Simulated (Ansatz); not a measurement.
# CH4AlClS: vertical spin-state energies, by script

Which spin state of CH4AlClS lies lowest at this geometry? Wanted for CH4AlClS: vertical spin-state energies.

Program: Ansatz 0.2.0 through its Python package. Level of theory: r2SCAN0/6-31G*. These are calculated values, not measurements.

## (1) The system

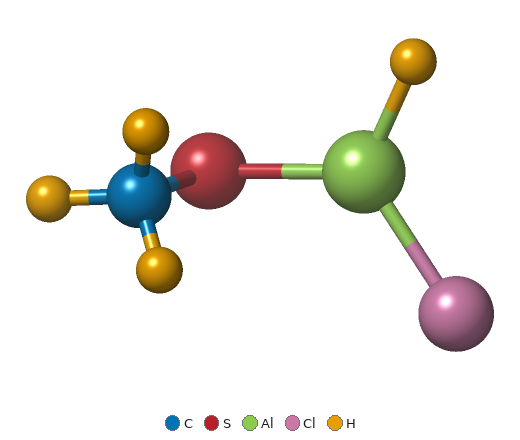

The structure that the script starts from, seen from a chosen angle (carbon blue, sulfur red, aluminium green, chlorine pink, hydrogen amber).

No structure file is read: the coordinates are typed or built in the script.

## (2) The script

Contents of ch4alcls.py:

```python
'''Gap between spin states of CH4AlClS at one geometry.'''

import ansatz as az

config = {
    'basis_set': '6-31G*',
    'functional': 'R2SCAN0',
}


def main() -> None:
    ch4alcls = (
        az.Crystal.molecule()
        .atom('C', [-0.9991, 0.6894, -0.5131])
        .atom('S', [-0.0926, -0.5828, -1.3392])
        .atom('Al', [1.3028, -0.8847, 0.3956])
        .atom('Cl', [0.8872, -2.2948, 2.0176])
        .atom('H', [-0.3895, 1.5915, -0.3081])
        .atom('H', [-1.8507, 1.0881, -1.2128])
        .atom('H', [-1.4863, 0.3511, 0.4102])
        .atom('H', [2.7203, -0.015, 0.494])
    )

    calc = ch4alcls.calculation()
    calc = calc.basis(gaussian=config['basis_set'])
    calc = calc.functional(config['functional'])
    found = {}
    for unpaired in [0, 2, 4]:
        rep = calc.spin('collinear', total=unpaired).run(threads=1).report
        s = unpaired / 2
        found[unpaired] = rep['free_energy_ev']
        print(f'2S+1 = {unpaired + 1}: E = {found[unpaired]:.5f} eV, <S^2> = {abs(rep["mean_field"]["state"]["spin_squared"]):.3f} (pure state {s * (s + 1):.2f})')
    lowest = min(found, key=found.get)
    for unpaired, e in found.items():
        print(f'multiplicity {unpaired + 1}: {96.485332 * (e - found[lowest]):.1f} kJ/mol above the lowest')


if __name__ == '__main__':
    main()
```

## (3) What the engine is handed

The engine receives this input (first run):

```yaml
crystal:
  periodic: [false, false, false]
  atoms:
    - { symbol: C, position_ang: [-0.9991, 0.6894, -0.5131] }
    - { symbol: S, position_ang: [-0.0926, -0.5828, -1.3392] }
    - { symbol: Al, position_ang: [1.3028, -0.8847, 0.3956] }
    - { symbol: Cl, position_ang: [0.8872, -2.2948, 2.0176] }
    - { symbol: H, position_ang: [-0.3895, 1.5915, -0.3081] }
    - { symbol: H, position_ang: [-1.8507, 1.0881, -1.2128] }
    - { symbol: H, position_ang: [-1.4863, 0.3511, 0.4102] }
    - { symbol: H, position_ang: [2.7203, -0.015, 0.494] }
basis:
  gaussian:
    orbitals: "6-31G*"
hamiltonian:
  xc: r2scan0
magnetization:
  spin_polarized: true
  initial_magnetization: 0.0
```

## (4) The run

Started as:

```bash
$ python ch4alcls.py
```

**Question.** Which spin state is lowest at this geometry, and how far above lie the others?

As calculated:

| quantity | value |
| --- | --- |
| runs compared | 3 |
| lowest | run 1 (2S+1 = 1) |
| next above it by | 3.855 eV |

**Reading.** In order: multiplicity 1 (+0.00 eV), multiplicity 3 (+3.85 eV) and multiplicity 5 (+9.11 eV), all at the one geometry. The geometry is a force-field or estimated start, not a minimum of this method, and the basis set is short of its limit. All parts are taken at fixed geometry, without zero-point energy.
